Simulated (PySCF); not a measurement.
# C₂H₅F₃P₂Si (SMILES FC(F)(F)/P=P/C[SiH3]): what the fields show

```yaml
atoms:
  - { symbol: F, position_ang: [3.8699, -1.2513, 0.3806] }
  - { symbol: C, position_ang: [2.9329, -0.3033, 0.2339] }
  - { symbol: F, position_ang: [3.2608, 0.3888, -0.8720] }
  - { symbol: F, position_ang: [3.0826, 0.5428, 1.2662] }
  - { symbol: P, position_ang: [1.2250, -1.0799, 0.0754] }
  - { symbol: P, position_ang: [0.2465, 0.5010, 0.8944] }
  - { symbol: C, position_ang: [-1.4934, -0.0686, 0.7243] }
  - { symbol: Si, position_ang: [-2.2395, 0.4221, -0.9777] }
  - { symbol: H, position_ang: [-2.0768, 0.4040, 1.5150] }
  - { symbol: H, position_ang: [-1.5657, -1.1474, 0.8506] }
  - { symbol: H, position_ang: [-2.0775, 1.8645, -1.1604] }
  - { symbol: H, position_ang: [-3.6543, 0.0515, -0.9423] }
  - { symbol: H, position_ang: [-1.5148, -0.3237, -2.0057] }
```

Geometry: GFN2-xTB.

All numbers below come from PySCF, PBE0/def2-SVPD, SCF density, gas phase.

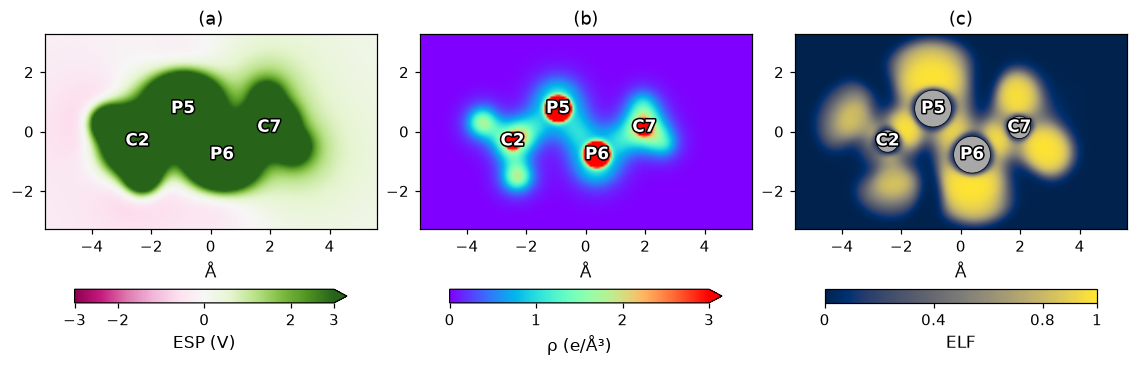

Figure 1. (a) molecular electrostatic potential; (b) total electron density; (c) electron localisation function on the plane of atoms C2, P5 and P6. Grey discs cover the atomic cores in the ELF map.

### Interpret the plot.

- Atoms in the plane: C and P.
- C–P (1.84 Å): ρ at the midpoint is about 1.1 e/Å³; the ELF peaks at about 0.95 between the atoms: localised, covalent bonding.
- P–P (2.03 Å): ρ at the midpoint is about 1 e/Å³; the ELF peaks at about 0.90 between the atoms; localised, covalent bonding.
- C–P (1.88 Å): ρ is about 1.1 e/Å³ halfway; the ELF peaks at about 1 between the atoms; a shared electron pair.
- The ELF also peaks beside P6, F4, F1 and P5, away from the bonds: lone-pair regions.
- Outside the dense part of the molecule the potential is most negative (−0.6 V) near F4, which lies off the plane.

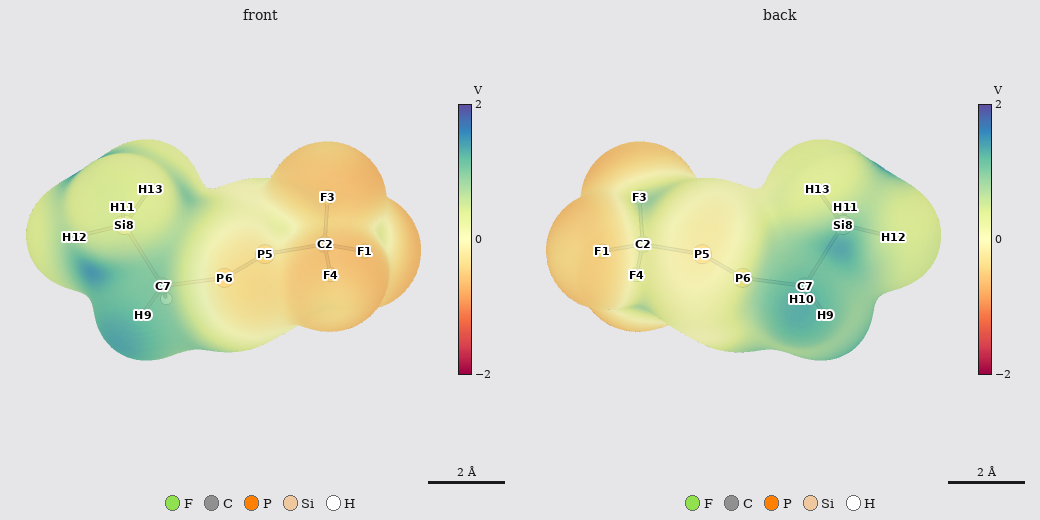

Figure 2. The molecular electrostatic potential painted on the density surface at 0.002 e/bohr³, seen from the front and from behind; the colour scale runs from red (negative) to blue (positive).

### Describe the electrostatic potential map.

The most negative region (about −0.7 V, or −16 kcal/mol for a unit charge) lies over F1, F3 and F4, the most positive (about +1.5 V, or +35 kcal/mol for a unit charge) over Si8.

### How polar is the molecule by this calculation?

Its dipole moment is 3.70 D.
